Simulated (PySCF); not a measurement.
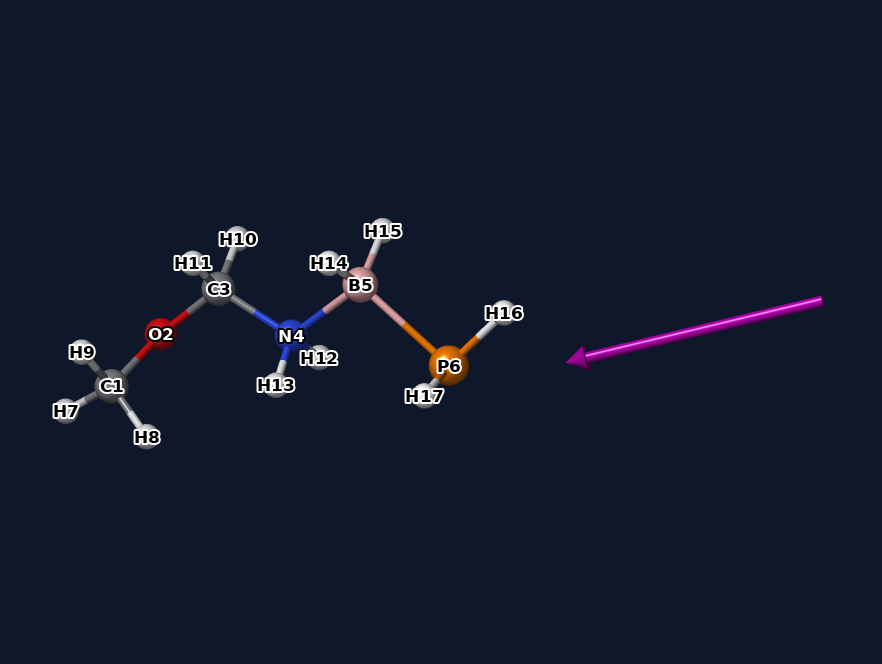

The arrow beside the molecule shows the direction of the dipole moment, from the negative to the positive end (its length means nothing). Computed geometry: GFN2-xTB optimisation. No frequency run is at hand to confirm it as a minimum. Level of theory: PBE0/def2-SVPD, gas phase (PySCF 2.14.0).

Question: Estimate the dipole moment.

Answer: 5.21 D; it points from the side of H16 to the side of H7 (the outermost atoms at the two ends).

The geometry is semi-empirical. Around B, P such bond lengths and angles can be off by a tenth of an ångström or more and by several degrees, and values that hang on the shape move with them.
